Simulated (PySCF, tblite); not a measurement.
**C7H8ClFSi: geometry, infrared bands and NMR shifts**

Aim: predict the infrared bands and NMR shifts of C7H8ClFSi (`C#C[C@@]1(Cl)C([SiH2]F)=C[C@@H]1C`).

The runs use tblite 0.8.0 and PySCF 2.14.0, with density-fitted response routines of our own; the level of theory stands in each step. All values are computed, except where a source is named. Atoms are numbered from 0 throughout.

## Step 1: The molecule as given

18 atoms, charge 0, multiplicity 1; geometry from: force field or distance geometry start.

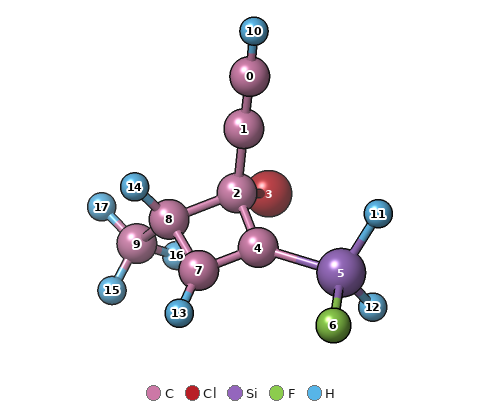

The starting geometry (carbon pink, chlorine red, silicon purple, fluorine green, hydrogen blue), atoms numbered; sticks join atoms by distance.

## Step 2: Optimising the geometry with GFN2-xTB

What the job is given:

```
{"job": {"kind": "relax", "xc": "GFN2-xTB", "basis": "xTB"}, "charge": 0, "multiplicity": 1}
C      1.649800     2.308100     0.806200
C      0.955800     1.570000     0.142800
C      0.137500     0.637200    -0.623400
Cl    -0.035800     1.122700    -2.345600
C      0.486600    -0.756200    -0.404300
Si     1.994600    -1.742700    -0.873600
F      2.040700    -3.153100     0.007500
C     -0.626800    -1.018700     0.212800
C     -1.137800     0.333400     0.077500
C     -2.396800     0.468500    -0.776000
H      2.235400     2.950700     1.390400
H      3.192700    -0.924500    -0.645300
H      1.840500    -2.093300    -2.269700
H     -1.023200    -1.938800     0.653100
H     -1.269200     0.850300     1.059800
H     -3.036200    -0.398100    -0.546100
H     -2.110600     0.379500    -1.861800
H     -2.905900     1.411300    -0.545500
```

Run with:

```bash
$ OMP_NUM_THREADS=1 python probes_run.py task.json out
```

This one command runs all jobs of the session in turn.

**Question.** This job is followed by: GFN2-xTB harmonic vibrations, gas phase; GIAO PBE0/pcSseg-1 NMR shielding, non-relativistic, gas phase. Predict these results of the whole session: strongest single infrared mode (GFN2-xTB); zero-point energy (GFN2-xTB); 13C shifts against TMS (PBE0/pcSseg-1); 1H shifts against TMS (PBE0/pcSseg-1, means over atoms taken as alike); 35Cl shifts against HCl (PBE0/pcSseg-1); 29Si shifts against TMS (PBE0/pcSseg-1); 19F shifts against CFCl3 (PBE0/pcSseg-1).

**Answer**, as computed:

| quantity | value |
| --- | --- |
| strongest single infrared mode (GFN2-xTB) | 2324 cm⁻¹, 311 km/mol |
| zero-point energy (GFN2-xTB) | 76.2 kcal/mol |
| 13C shifts against TMS (PBE0/pcSseg-1) | 169.3, 157.1, 87.1, 84.0, 65.5, 57.5, 19.3 ppm |
| 1H shifts against TMS (PBE0/pcSseg-1, means over atoms taken as alike) | 7.33, 5.45, 5.43, 3.30, 2.34, 1.39 ppm |
| 35Cl shifts against HCl (PBE0/pcSseg-1) | 234 ppm |
| 29Si shifts against TMS (PBE0/pcSseg-1) | -14.9 ppm |
| 19F shifts against CFCl3 (PBE0/pcSseg-1) | -242.1 ppm |

Over 97 steps the energy fell by 0.624 eV; of the close pairs, C2–C8 changed most, 1.487 to 1.567 Å. All 48 modes are real, so the xTB geometry is a minimum. The strongest single mode, at 2324 cm⁻¹, moves mainly H12 and H11. GFN2-xTB is a fitted tight-binding method: band positions and strengths are rough. Its intensities can rank the bands wrongly. The most deshielded hydrogen is H13 (hydrogen on an alkene CH), at 7.33 ppm: olefinic region. At PBE0/pcSseg-1: Shielding is most anisotropic at Cl3 (span 550 ppm, paramagnetic term -431 ppm).
